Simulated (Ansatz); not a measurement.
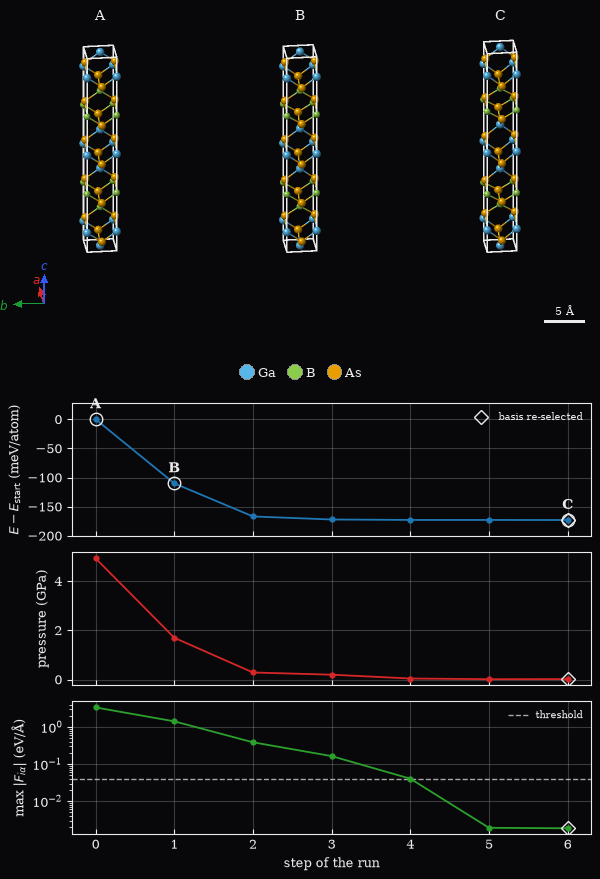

Frames of a relaxation of solid Ga$_{3}$B$_{2}$As$_{5}$ (a generated structure, set up in I-4m2) (coarse preliminary run), marked on the history of the run. A ball-and-stick model of the conventional cell (2 times the calculation's cell), seen from a free direction. Lengths and directions refer to the drawn axes.

The calculation used DFT PBE, scalar-relativistic, plane waves, PAW (Ansatz 0.2.0). Settings: plane-wave cutoff 420 eV; k-point mesh 6 × 6 × 6; occupations gaussian; smearing width 0.1 eV; no spin polarisation; cell and atoms relaxed; force threshold 0.04 eV/Å; at most 70 steps.

> What happens along the run?

After 5 accepted moves (6 points after the start) the energy has fallen by 173 meV per atom. Largest force component: 3.4 eV/Å at the start, 0.0019 eV/Å at the end. Pressure: 4.92 GPa at the start and 0.02 GPa at the end. At 1 point the geometry stayed and the basis and grid were re-selected for the new cell (energy shift of 0.1 meV per atom at most each time). The largest moves relative to the cell, 0.47 Å, are those of As atoms. Largest moves by element: As 0.47 Å, Ga 0.30 Å, B 0.23 Å. Cell: a = b 3.777 → 3.764 Å (−0.3 %), c 26.704 → 27.390 Å (+2.6 %). Volume +1.9 %. Among the contacts that change: As–Ga 2.313 → 2.432 Å, As–B 2.313 → 2.200 Å. Among the angles between lasting bonds that change: As–B–As 109.5° → 117.9°, B–As–B 109.5° → 117.9°, As–Ga–As 109.5° → 101.4°. The space group stays I-4m2 (No. 119). From step 0 to 1: As atoms move most (0.20 Å), volume +1.5 %, energy −110 meV per atom. From step 1 to 6: As atoms move most (0.27 Å), volume +0.4 %, energy −62.9 meV per atom.
